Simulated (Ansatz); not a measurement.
# CHBSi (triplet): one geometry, many settings at a displaced geometry (v1)

Aim: run CHBSi (triplet) at one geometry under a spread of methods and options, and see what each costs and gives.

The runs use Ansatz 0.2.0, Gaussian basis; the settings change from run to run.

20 further runs of the same task are left out: 9 that didn't finish, 11 set aside as unsound or not needed.

### 1 The system

The geometry is a PBE0/def2-TZVP stationary point (not a proven minimum) with its atoms shifted at random (size 0.040 Å).

4 atoms, charge 0, spin multiplicity 3.

Atoms are counted from 1 here; the program's logs count them from 0.

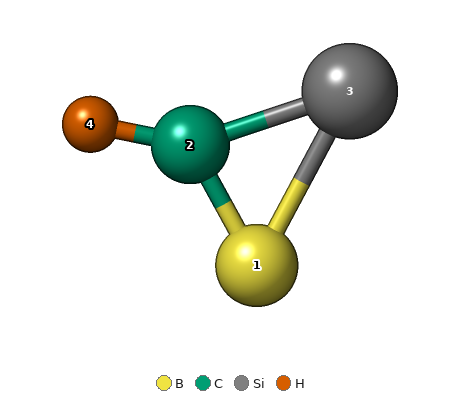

The geometry (boron yellow, carbon teal, silicon grey, hydrogen orange); atoms are numbered from 1 in the order of the file.

As a file:

```xyz
4
charge 0, multiplicity 3
B    -0.0242   -0.9251    0.9997
C    -0.0251    0.5258    0.8894
Si    0.0229    0.0854   -0.8246
H    -0.0799    1.2761    1.6562
```

### 2 BCCD(T)/STO-3G

Input file in.yaml:

```yaml
crystal:
  periodic: [false, false, false]
  atoms:
    - {symbol: B, position_ang: [-0.024224, -0.925076, 0.999742]}
    - {symbol: C, position_ang: [-0.025057, 0.525848, 0.889406]}
    - {symbol: Si, position_ang: [0.022907, 0.085416, -0.824622]}
    - {symbol: H, position_ang: [-0.079870, 1.276121, 1.656167]}
basis:
  gaussian: {orbitals: STO-3G}
magnetization: {spin_polarized: true, initial_magnetization: 2}
hamiltonian: {xc: {name: r2SCAN}}
correlation: {method: bccd_t, electrons: outside_noble_gas}
scf: {lower_state_search: off}
output: {forces: true}
```

Started as:

```console
> ansatz run in.yaml --threads 1 --pin off --events-out ev --progress --plain --max-ram 2393MiB
```

Standard output, cut to the lines that bear on the results:

```text
Functional definition: r2SCAN
  name "r2SCAN"
  cite "Furness, Kaplan, Ning, Perdew & Sun, J. Phys. Chem. Lett. 11, 8208 (2020) doi:10.1021/acs.jpclett.0c02405"
  cite "Furness, Kaplan, Ning, Perdew & Sun, J. Phys. Chem. Lett. 11, 9248 (2020) doi:10.1021/acs.jpclett.0c03077"
  parent r2scan
[...]
241 factors; integrals over basis functions are off by at most 7.3e-5 eV
[...]
mean field -9486.77933073 eV, -348.6327100344 hartree, gradient 3.2e-6 eV, S^2 2.019489; 0 other end points of the search recorded, 0 dependent functions left out
7 core orbitals not correlated: weight in the atoms' cores, before any rotation towards them, 0.999 or more for the frozen orbitals, at most 0.000 for the correlated occupied ones
reference -9462.44021579 eV, -347.7382640578 hartree; 7, 5 occupied and 6, 8 virtual orbitals, 241 factors
second order -3.95120389 eV of doubles, -0.13089776 eV of singles
cycle   1  -4.17640939 eV  change   -9.5e-2 eV  update   8.6e-2
[...]
cycle  16  -4.48119091 eV  change    7.7e-7 eV  update   1.3e-6
perturbative correction -0.21179145 eV, -0.0077831924 hartree
[...]
Total energy: -9467.13319815 eV, -347.9107279788 hartree
Atom 0 at    -0.024224    -0.925076     0.999742 Å, force     0.051436     0.016500    -1.104203 eV/Å
Atom 1 at    -0.025057     0.525848     0.889406 Å, force    -0.008090    -0.689816    -1.525969 eV/Å
Atom 2 at     0.022907     0.085416    -0.824622 Å, force    -0.025128    -0.392456     1.750049 eV/Å
Atom 3 at    -0.079870     1.276121     1.656167 Å, force    -0.018218     1.065772     0.880123 eV/Å
Dipole moment:     0.002690     0.086428    -0.257928 e Å
Checks for a lower state left out: starts, cluster_reference, orbital_swaps, neighbouring_geometries, increment
```

It took 2.9 s on 1 thread of Arm Neoverse V2, shared host.

From the report: ⟨S²⟩ of the determinant 2.019 (pure triplet: 2.00); correlation -4.6930 eV; largest double amplitude 0.11.

### 3 MP2 on UHF/cc-pVDZ

Edit in.yaml of step 2 so:

```diff
@@ -8,7 +8,5 @@
 basis:
-  gaussian: {orbitals: STO-3G}
+  gaussian: {orbitals: cc-pVDZ}
 magnetization: {spin_polarized: true, initial_magnetization: 2}
-hamiltonian: {xc: {name: r2SCAN}}
-correlation: {method: bccd_t, electrons: outside_noble_gas}
-scf: {lower_state_search: off}
+correlation: {method: mp2, electrons: outside_noble_gas}
 output: {forces: true}
```

Launched as before.

Standard output, cut to the lines that bear on the results:

```text
Functional definition: HF
  name "HF"
  cite "Fock, Z. Phys. 61, 126 (1930) doi:10.1007/BF01340294"
  parent pbe
[...]
494 factors; integrals over basis functions are off by at most 8.9e-4 eV
[...]
mean field -9576.17763937 eV, -351.9180372804 hartree, gradient 3.3e-6 eV, S^2 2.061357; 1 other end points of the search recorded, 0 dependent functions left out
7 core orbitals not correlated: weight in the atoms' cores, before any rotation towards them, 1.000 or more for the frozen orbitals, at most 0.000 for the correlated occupied ones
reference -9576.17763937 eV, -351.9180372804 hartree; 7, 5 occupied and 37, 39 virtual orbitals, 494 factors
second order -6.93637984 eV of doubles, -0.00000000 eV of singles
[...]
Total energy: -9583.11401921 eV, -352.1729445379 hartree
Atom 0 at    -0.024224    -0.925076     0.999742 Å, force     0.014706    -0.989860     0.125139 eV/Å
Atom 1 at    -0.025057     0.525848     0.889406 Å, force    -0.038569     0.410940    -0.497002 eV/Å
Atom 2 at     0.022907     0.085416    -0.824622 Å, force     0.024796    -0.003914    -0.207401 eV/Å
Atom 3 at    -0.079870     1.276121     1.656167 Å, force    -0.000934     0.582835     0.579264 eV/Å
Dipole moment:    -0.006598     0.164144    -0.042144 e Å
```

It took 0.75 s on 1 thread of Arm Neoverse V2, shared host.

From the report: ⟨S²⟩ of the determinant 2.061 (pure triplet: 2.00).

### 4 CCSDT(Q)/STO-3G

Edit in.yaml of step 3 so:

```diff
@@ -8,5 +8,6 @@
 basis:
-  gaussian: {orbitals: cc-pVDZ}
-magnetization: {spin_polarized: true, initial_magnetization: 2}
-correlation: {method: mp2, electrons: outside_noble_gas}
+  gaussian: {orbitals: STO-3G}
+magnetization: {spin_polarized: false, initial_magnetization: 2}
+hamiltonian: {xc: {name: PBE}}
+correlation: {method: ccsdt_q, electrons: valence}
 output: {forces: true}
```

Same command.

Standard output, cut to the lines that bear on the results:

```text
Functional definition: PBE
  name "PBE"
  cite "Perdew, Burke & Ernzerhof, Phys. Rev. Lett. 77, 3865 (1996) doi:10.1103/PhysRevLett.77.3865"
  parent pbe
[...]
359 factors; integrals over basis functions are off by at most 2.8e-8 eV
[...]
mean field -9481.48743705 eV, -348.4382365286 hartree, gradient 2.5e-6 eV, S^2 2.000000; 1 other end points of the search recorded, 0 dependent functions left out
7 core orbitals not correlated: weight in the atoms' cores, before any rotation towards them, 0.999 or more for the frozen orbitals, at most 0.000 for the correlated occupied ones
reference -9462.12477173 eV, -347.7266717027 hartree; 7, 5 occupied and 6, 8 virtual orbitals, 359 factors
second order -4.11988062 eV of doubles, -0.24384246 eV of singles
cycle   1  -4.40118990 eV  change   -3.9e-2 eV  update   1.1e-1
[...]
cycle  18  -4.99785715 eV  change    5.7e-7 eV  update   7.7e-7
perturbative correction -0.02345154 eV, -0.0008618281 hartree
[...]
Total energy: -9467.14608042 eV, -347.9112013934 hartree
Atom 0 at    -0.024224    -0.925076     0.999742 Å, force     0.050775    -0.083435    -1.074849 eV/Å
Atom 1 at    -0.025057     0.525848     0.889406 Å, force    -0.008382    -0.599418    -1.479432 eV/Å
Atom 2 at     0.022907     0.085416    -0.824622 Å, force    -0.023000    -0.394949     1.664364 eV/Å
Atom 3 at    -0.079870     1.276121     1.656167 Å, force    -0.019393     1.077802     0.889916 eV/Å
Dipole moment:     0.002695     0.088716    -0.257270 e Å
```

Run time: 8.5 s. Hardware: 1 thread of Arm Neoverse V2, shared host.

From the report: correlation -5.0213 eV; T1 0.023; largest double amplitude 0.11. The orbitals are Kohn-Sham ones, so correlation energy and T1 don't compare with those on Hartree-Fock orbitals.

### 5 BCCD(T) on UHF/cc-pVDZ

Edit in.yaml of step 4 so:

```diff
@@ -8,6 +8,5 @@
 basis:
-  gaussian: {orbitals: STO-3G}
-magnetization: {spin_polarized: false, initial_magnetization: 2}
-hamiltonian: {xc: {name: PBE}}
-correlation: {method: ccsdt_q, electrons: valence}
+  gaussian: {orbitals: cc-pVDZ}
+magnetization: {spin_polarized: true, initial_magnetization: 2}
+correlation: {method: bccd_t, electrons: valence}
 output: {forces: true}
```

Same command.

Standard output, cut to the lines that bear on the results:

```text
Functional definition: HF
  name "HF"
  cite "Fock, Z. Phys. 61, 126 (1930) doi:10.1007/BF01340294"
  parent pbe
[...]
494 factors; integrals over basis functions are off by at most 8.9e-4 eV
[...]
mean field -9576.17763937 eV, -351.9180372804 hartree, gradient 3.3e-6 eV, S^2 2.061357; 3 other end points of the search recorded, 0 dependent functions left out
determinant -9576.17763937 eV, -351.9180372804 hartree, with singles and doubles -9583.90792266 eV, -352.2021199515 hartree
determinant -9574.34941129 eV, -351.8508511379 hartree, with singles and doubles -9581.72653488 eV, -352.1219554292 hartree
determinant -9573.87732467 eV, -351.8335022744 hartree, with singles and doubles -9581.45462862 eV, -352.1119630586 hartree
7 core orbitals not correlated: weight in the atoms' cores, before any rotation towards them, 1.000 or more for the frozen orbitals, at most 0.000 for the correlated occupied ones
reference -9576.17763937 eV, -351.9180372804 hartree; 7, 5 occupied and 37, 39 virtual orbitals, 494 factors
second order -6.93637984 eV of doubles, -0.00000000 eV of singles
cycle   1  -7.70353094 eV  change    2.7e-2 eV  update   1.4e-2
[...]
cycle  16  -7.70717934 eV  change   -3.1e-7 eV  update   5.2e-7
perturbative correction -0.45151557 eV, -0.0165928912 hartree
[...]
Total energy: -9584.33633428 eV, -352.2178637883 hartree
Atom 0 at    -0.024224    -0.925076     0.999742 Å, force     0.016601    -1.319598     0.090288 eV/Å
Atom 1 at    -0.025057     0.525848     0.889406 Å, force    -0.040625     0.739882    -0.233281 eV/Å
Atom 2 at     0.022907     0.085416    -0.824622 Å, force     0.031242    -0.101072    -0.481531 eV/Å
Atom 3 at    -0.079870     1.276121     1.656167 Å, force    -0.007219     0.680788     0.624524 eV/Å
Dipole moment:    -0.005454     0.207062    -0.082655 e Å
```

It took 7 s on 1 thread of Arm Neoverse V2, shared host.

From the report: ⟨S²⟩ of the determinant 2.061 (pure triplet: 2.00); correlation -8.1587 eV; largest double amplitude 0.07.

### 6 All runs side by side

Where basis and cores are those of an earlier UCCSDT(Q)/cc-pVDZ run (-9584.4102 eV), and the state is the same kind, the miss against it is given.

| level | correlated | functions | energy (eV) | from UCCSDT(Q) (meV) | time |
| --- | --- | --- | --- | --- | --- |
| BCCD(T)/STO-3G (on r2SCAN orbitals) | outside noble gas | 20 | -9467.1332 |  | 2.9 s |
| MP2 on UHF/cc-pVDZ | outside noble gas | 51 | -9583.1140 | 1296.2 | 0.75 s |
| CCSDT(Q)/STO-3G (on PBE orbitals) | valence | 20 | -9467.1461 |  | 8.5 s |
| BCCD(T) on UHF/cc-pVDZ | valence | 51 | -9584.3363 | 73.9 | 7 s |

### 7 Summary of results

| quantity | value |
| --- | --- |
| runs | 4 |
| quickest | MP2 on UHF/cc-pVDZ, 0.75 s |
| slowest | CCSDT(Q)/STO-3G (on PBE orbitals), 8.5 s |

Total energies in different bases, with other cores or another treatment of relativity can't be set against each other. CCSDT(Q)/STO-3G (on PBE orbitals) took 11 times as long as MP2 on UHF/cc-pVDZ; the jobs differ in more than the method. Among the correlated runs with a miss given, it spans +74 to +1296 meV.
